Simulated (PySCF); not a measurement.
# Si3NH6Cl (SMILES [SiH3]N([SiH3])[Si]Cl): levels of theory compared

Aim: a comparison of 4 runs (HF/3-21G, HF/def2-SVP, BP86/6-31G, PBE0/def2-SVP) of Si3NH6Cl. The job is set up through a Python script.

Program for the calculation: PySCF 2.14.0.

### Step 1. Starting point

Si3NH6Cl: 11 atoms, total charge 0, spin state singlet. SMILES: `[SiH3]N([SiH3])[Si]Cl`. The coordinates come from a PBE0-D4/def2-TZVP relaxation. This is one conformer, not always the lowest.

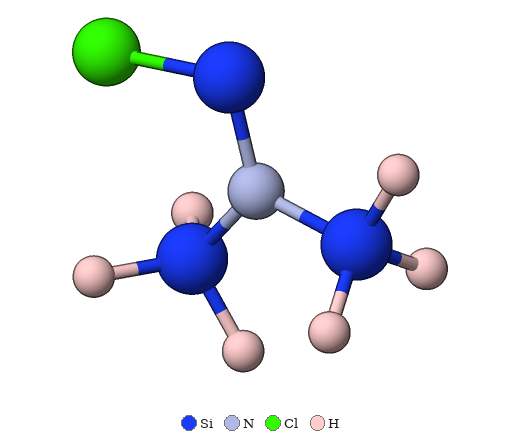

Viewed from a chosen angle; silicon blue, nitrogen light blue, chlorine green, hydrogen pink.

### Step 2. Energy and gradient at HF/3-21G (run 1)

input.xyz

```xyz
11

Si    -1.347000    -0.201200     0.399500
N      0.169400     0.232500    -0.385800
Si     1.646200    -0.311800     0.389700
Si     0.332600     1.138300    -1.842400
Cl    -1.700600     1.493300    -2.289400
H     -0.959500    -0.972000     1.613500
H     -2.100100     1.003300     0.817100
H     -2.176200    -1.064700    -0.471700
H      1.750200     0.252400     1.758700
H      2.780200     0.166400    -0.442600
H      1.670300    -1.793500     0.474000
```

calc.py

```python
import pyscf.grad
from pyscf import gto

mol = gto.Mole()
mol.atom = 'input.xyz'
mol.basis = '3-21g'
mol.verbose = 4
mol.max_memory = 1860
mol.charge = 0
mol.build()

mf = mol.RHF()
mf.conv_tol = 1e-10
mf.kernel()
if not mf.converged:
    mf = mf.newton().run(mf.mo_coeff, mf.mo_occ)

e_final = mf.e_tot
print('E = %.10f Eh' % e_final)
grad = mf.Gradients().kernel()
mf.analyze()
```

Run with:

```
$ OMP_NUM_THREADS=1 python calc.py
```

The log of the run:

```text
PySCF version 2.14.0

[... 91 lines left out ...]
MO #3   energy= -68.3414620271464  occ= 2
[... 13 lines left out ...]
MO #17  energy= -4.24356962210222  occ= 2
[... 13 lines left out ...]
MO #31  energy= -0.493445675767044 occ= 2
[... 13 lines left out ...]
MO #45  energy= 0.239186783434339  occ= 0
[... 13 lines left out ...]
MO #59  energy= 0.687548208633857  occ= 0
[... 13 lines left out ...]
MO #73  energy= 2.58915000815343   occ= 0
[... 87 lines left out ...]
Dipole moment(X, Y, Z, Debye):  2.20875, -1.28959,  1.92857
```

Wall time 11 s (1 thread of Intel Xeon at 2.50GHz (Skylake/Cascade Lake), shared host); peak memory 0.15 GiB.

### Step 3. Energy and gradient at HF/def2-SVP (run 2)

job.py

```python
# [SiH3]N([SiH3])[Si]Cl
from pyscf import gto

molecule = gto.M(
    atom=[
    ('Si', (-1.347000, -0.201200, 0.399500)),
    ('N', (0.169400, 0.232500, -0.385800)),
    ('Si', (1.646200, -0.311800, 0.389700)),
    ('Si', (0.332600, 1.138300, -1.842400)),
    ('Cl', (-1.700600, 1.493300, -2.289400)),
    ('H', (-0.959500, -0.972000, 1.613500)),
    ('H', (-2.100100, 1.003300, 0.817100)),
    ('H', (-2.176200, -1.064700, -0.471700)),
    ('H', (1.750200, 0.252400, 1.758700)),
    ('H', (2.780200, 0.166400, -0.442600)),
    ('H', (1.670300, -1.793500, 0.474000)),
],
    charge=0,
    verbose=3,
    basis='def2-svp',
    max_memory=1860,
)

mf = molecule.RHF()
mf.conv_tol = 1e-10
mf.kernel()
if not mf.converged:
    mf = mf.newton().run(mf.mo_coeff, mf.mo_occ)

energy = mf.e_tot
print('Final energy', energy)
grad = mf.nuc_grad_method().kernel()
dip = mf.dip_moment()
pop, q = mf.mulliken_pop()
```

Run with:

```
$ OMP_NUM_THREADS=1 python job.py
```

The log of the run:

```text
converged SCF energy = -1383.86851502705
Final energy -1383.8685150270471
[... 8 lines left out ...]
Dipole moment(X, Y, Z, Debye):  1.05664, -0.76067,  1.15270
[... 128 lines left out ...]
charge of   10H =     -0.14393
```

Wall time 36 s (1 thread of Intel Xeon at 2.50GHz (Skylake/Cascade Lake), shared host); peak memory 0.29 GiB.

Run 3 isn't shown in full; the table further down has it.

### Step 4. Energy and forces at PBE0/def2-SVP (run 4)

job.py

```python
# [SiH3]N([SiH3])[Si]Cl
import pyscf.grad
from pyscf import gto, dft

mol = gto.M(
    atom='''
Si  -1.347000  -0.201200   0.399500
N    0.169400   0.232500  -0.385800
Si   1.646200  -0.311800   0.389700
Si   0.332600   1.138300  -1.842400
Cl  -1.700600   1.493300  -2.289400
H   -0.959500  -0.972000   1.613500
H   -2.100100   1.003300   0.817100
H   -2.176200  -1.064700  -0.471700
H    1.750200   0.252400   1.758700
H    2.780200   0.166400  -0.442600
H    1.670300  -1.793500   0.474000
''',
    max_memory=1860,
    basis='def2-svp',
    verbose=4,
)

mf = dft.RKS(mol, xc='pbe0')
mf.conv_tol = 1e-10
mf.grids.level = 5
mf.kernel()
if not mf.converged:
    mf = mf.newton().run(mf.mo_coeff, mf.mo_occ)

energy = mf.e_tot
print(f'total energy: {energy:.8f} hartree')
grad = mf.Gradients().kernel()
mf.analyze()
```

Run with:

```
$ OMP_NUM_THREADS=1 python job.py
```

The log of the run:

```text
PySCF version 2.14.0

[... 111 lines left out ...]
MO #11  energy= -5.35999995832231  occ= 2
[... 20 lines left out ...]
MO #32  energy= -0.356424384865913 occ= 2
[... 20 lines left out ...]
MO #53  energy= 0.317378217605201  occ= 0
[... 20 lines left out ...]
MO #74  energy= 0.676448696557287  occ= 0
[... 20 lines left out ...]
MO #95  energy= 1.37579169330187   occ= 0
[... 20 lines left out ...]
MO #116 energy= 2.65878123479639   occ= 0
[... 130 lines left out ...]
Dipole moment(X, Y, Z, Debye):  0.77638, -0.76632,  1.17802
```

Wall time 2 min (1 thread of Intel Xeon at 2.50GHz (Skylake/Cascade Lake), shared host); peak memory 1.2 GiB.

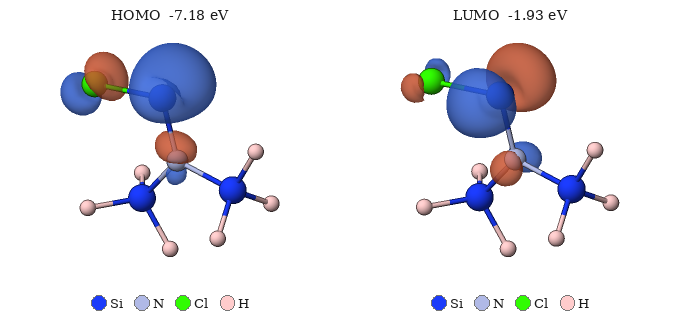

Frontier orbitals of this run, surfaces at ±0.2 Å^-3/2.

### Step 5. All runs side by side

| run | level | integration grid | energy (Eh) | dipole moment (D) | HOMO energy (eV) | LUMO energy (eV) | wall time |
| --- | --- | --- | --- | --- | --- | --- | --- |
| 1 | HF/3-21G | – | -1377.216801 | 3.20 | -9.83 | 0.99 | 11 s |
| 2 | HF/def2-SVP | – | -1383.868515 | 1.74 | -9.64 | 1.29 | 36 s |
| 3 | BP86/6-31G | 5 | -1387.028875 | 2.76 | -6.23 | -2.87 | 88 s |
| 4 | PBE0/def2-SVP | 5 | -1386.067980 | 1.61 | -7.18 | -1.93 | 2 min |

### Step 6. Outcome

| quantity | value |
| --- | --- |
| run 4: total energy | -1386.06798 Eh |
| run 4: dipole moment | 1.61 D |
| run 4: HOMO energy | -7.18 eV |
| run 4: LUMO energy | -1.93 eV |
| run 4: HOMO–LUMO gap | 5.25 eV |
| run 4: largest force on an atom | 0.583 eV/Å |

**Reading.** The dipole moment (its size) runs from 1.61 D (PBE0/def2-SVP) to 3.20 D (HF/3-21G). The two ends differ in method and basis. The HOMO–LUMO gap runs from 3.36 eV (BP86/6-31G) to 10.93 eV (HF/def2-SVP). Totals of different functionals can't be ranked against each other. All runs together took 4.2 min, the longest 2 min.
